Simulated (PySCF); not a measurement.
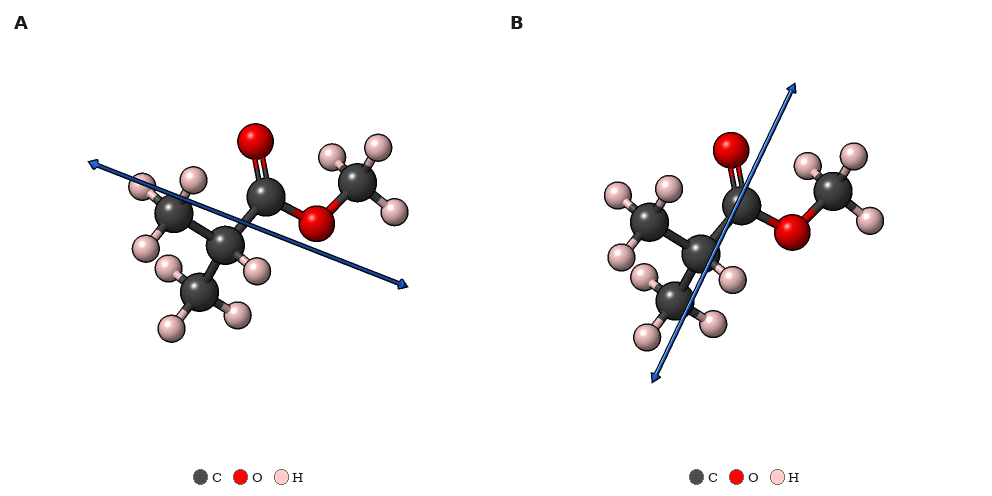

The double arrows show the directions of two transition dipoles from the ground state (lengths mean nothing). The geometry was computed by an optimisation with PBE0-D3(BJ)/def2-SVP. No frequency run is at hand to confirm it as a minimum. Level of theory: TDDFT CAM-B3LYP/def2-SVPD, vertical, gas phase, core orbitals frozen in the response (PySCF 2.14.0).

One belongs to singlet state 3 and one to singlet state 9. Which is which?

A: state 3, 8.18 eV (152 nm), oscillator strength 0.10, of mixed character, with the largest part HOMO−1 → LUMO (weight 0.45).
B: state 9, 9.09 eV (136 nm), oscillator strength 0.022, of mixed character, with the largest part HOMO → LUMO+4 (weight 0.20).
